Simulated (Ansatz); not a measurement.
SiH$_{3}$O$_{3}$F and related structures: several calculations on one system

**1. Relaxation**

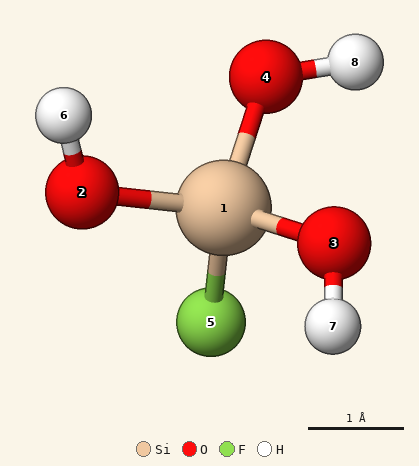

Starting structure of SiH3O3F. Style: ball-and-stick. Shown from a free direction.

It is one of the separated products of a reaction.

These are results of RKS PBE0-D4/def2-TZVP (Ansatz), not measurements.

Input file:
```yaml
crystal:
  periodic: [false, false, false]
  atoms:
    - {symbol: Si, position_ang: [0.251061, -0.332433, 0.771296]}
    - {symbol: O, position_ang: [0.460921, -1.810310, 1.399697]}
    - {symbol: O, position_ang: [-1.240328, -0.029802, 0.187998]}
    - {symbol: O, position_ang: [1.291203, -0.104462, -0.448229]}
    - {symbol: F, position_ang: [0.515117, 0.648785, 1.986849]}
    - {symbol: H, position_ang: [0.568357, -2.538749, 0.787361]}
    - {symbol: H, position_ang: [-1.961748, 0.049977, 0.813415]}
    - {symbol: H, position_ang: [1.056955, 0.556702, -1.102374]}
basis:
  gaussian: {orbitals: def2-TZVP}
hamiltonian: {xc: pbe0, dispersion: d4}
relax: {f_tol: 0.005, max_steps: 200}
```

Launched with:
```bash
ansatz run in.yaml --threads 4 --pin off --events-out ev --progress --plain --max-ram 9574MiB
```

Predict the outcome.

The largest move after the best rigid fit is that of H8, 0.026 Å. Largest moves by element: H 0.026 Å, F 0.013 Å, O 0.012 Å, Si 0.005 Å. Over 5 geometry steps the energy falls by 0.01 kcal/mol. The largest force component goes from 0.13 to 0.004 eV/Å. The run took 13 s on 4 threads of Arm Neoverse V2, on a shared host.

Final geometry:

```xyz
8

Si    0.2472   -0.3338    0.7682
O     0.4668   -1.8086    1.4003
O    -1.2454   -0.0378    0.1906
O     1.2855   -0.1111   -0.4557
F     0.5197    0.6543    1.9766
H     0.5587   -2.5419    0.7913
H    -1.9652    0.0458    0.8172
H     1.0742    0.5729   -1.0924
```

**2. Relaxation**

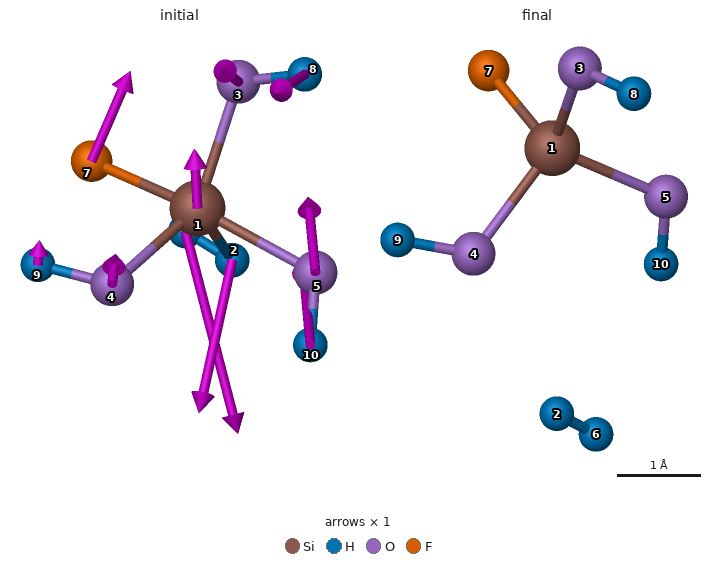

The structure of SiH₅O₃F (started from a transition state, displaced along its imaginary mode) before (left) and after (right) a relaxation, at one scale. The purple arrows give the displacements, at their true length.

Style: ball-and-stick. Shown at a tilt.

Level of theory: RKS PBE0-D4/def2-TZVP in Ansatz 0.2.0. Set-up: force threshold 0.005 eV/Å; at most 200 steps.

**Summarise the run.**

The largest move after the best rigid fit is that of H6, 2.54 Å. By element the largest moves are H 2.54 Å, O 1.31 Å, F 1.20 Å, Si 0.74 Å. Near-neighbour distances that change, for instance: Si1–H6 1.784 → 3.969 Å, Si1–H2 1.824 → 3.483 Å, Si1–F7 1.738 → 1.584 Å, H2–H6 0.675 → 0.748 Å. Among the angles between lasting bonds that change: O5–Si1–F7 158.1° → 112.6°, O3–Si1–O4 132.1° → 115.3°, O4–Si1–F7 91.6° → 108.2°. The energy falls by 208.5 kJ/mol in 90 accepted moves (105 points after the start). The largest force component goes from 4.4 to 0.0025 eV/Å. The line search rejected the trial steps at points 12, 17, 46, 61, 62, 64, 66, 71 and more of the run. The forces were under the threshold at step 63, but the run went on from there.

**3. Reaction**

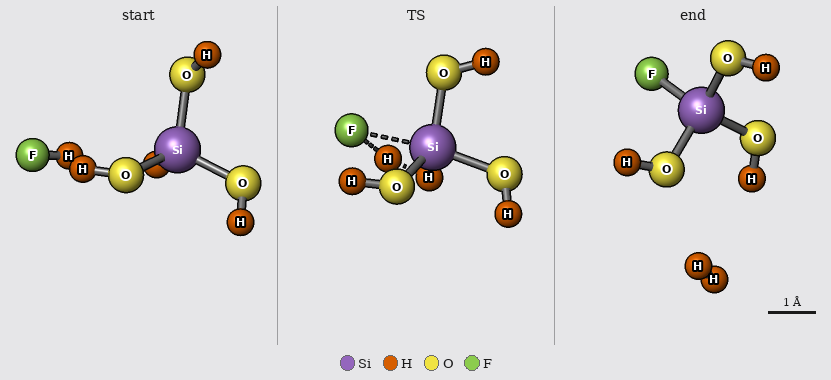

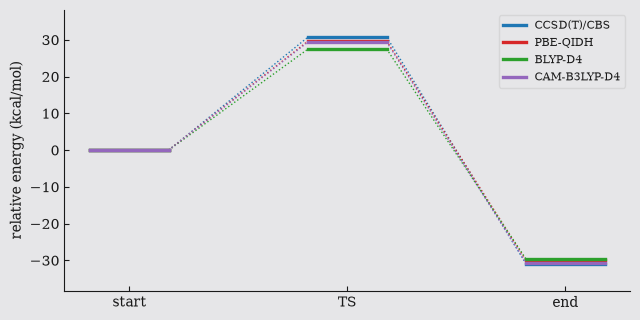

A reaction step of SiH₅O₃F, with its energy diagram. The picture is a ball-and-stick view, seen at a tilt. Dashed sticks mark bonds that form or break.

Stationary points at PBE0-D4/def2-TZVP, single-point energies with CCSD(T)/CBS, PBE-QIDH, BLYP-D4, CAM-B3LYP-D4 (def2-TZVPP where no basis is named; Ansatz 0.2.0). The energies are electronic, without zero-point or thermal terms, and both ends are the minima reached downhill from the saddle, with any fragments still in contact. CCSD(T)/CBS stands for a frozen-core estimate: MP2 correlation extrapolated from def2-TZVPP and def2-QZVPP, CCSD(T) minus MP2 from the smaller set.

Question: What happens, and what does it cost?

Answer: Counted by bonded pieces, the start holds HF + SiH₄O₃ and the end holds H₂ + SiH₃O₃F. From the start over the saddle to the end, bonds form: F–Si (3.28 → 1.96 → 1.58 Å), H–H (1.89 → 0.98 → 0.75 Å). Bonds break: H–Si (1.49 → 1.67 → 3.48 Å), F–H (0.93 → 1.20 → 4.67 Å). The saddle has one imaginary mode, 944i cm⁻¹. With CCSD(T)/CBS the barrier is 30.8 kcal/mol from the start and 61.7 kcal/mol from the end, and the end lies 30.9 kcal/mol below the start.

```tsv
level	barrier from the start (kcal/mol)	barrier from the end (kcal/mol)	the end less the start (kcal/mol)
CCSD(T)/CBS	30.8	61.7	−30.9
PBE-QIDH	29.7	59.7	−30.0
BLYP-D4	27.5	57.2	−29.7
CAM-B3LYP-D4	29.4	60.1	−30.7
```

Against CCSD(T)/CBS, PBE-QIDH comes closest on the barrier from the start (−1.1 kcal/mol) and BLYP-D4 misses most (−3.3 kcal/mol).
